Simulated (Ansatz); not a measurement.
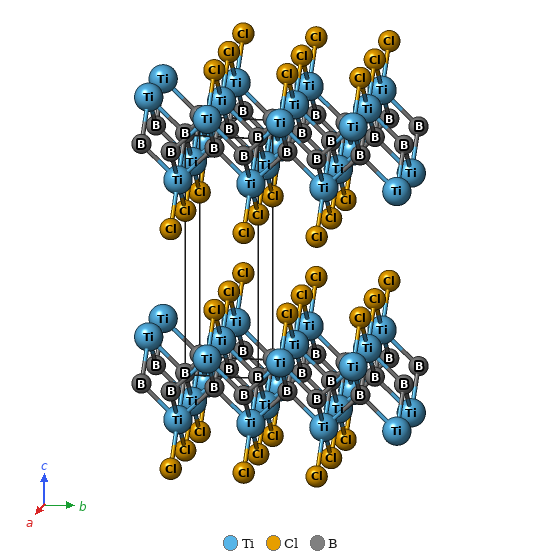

The compound is TiBCl (space group Pmmn, No. 59), taken as the geometry relaxed with Ansatz, DFT, PAW plane waves, pbe; the starting structure was generated, so it need not be a known form of this composition.

Bonds are taken as B–Ti below 2.6 Å and Cl–Ti below 2.7 Å; no other contact counts. The graph is simplified in the usual way: terminal and isolated atoms are pruned, two-connected atoms become edges.

Q: What kind of net remains, and which atoms are its nodes?

A: A binodal (4,6)-connected, two-periodic (layers) net: B is a 4-connected node; Ti is a 6-connected node, in the ratio 1:1. Cl becomes part of the edges.

Q: How do the layers lie?

A: The layers lie parallel to (001).

Q: Give the point symbol of each node (shortest cycle at each angle).

A: B: 3.4^4.6; Ti: 3^2.4^4.5^5.6^3.7.
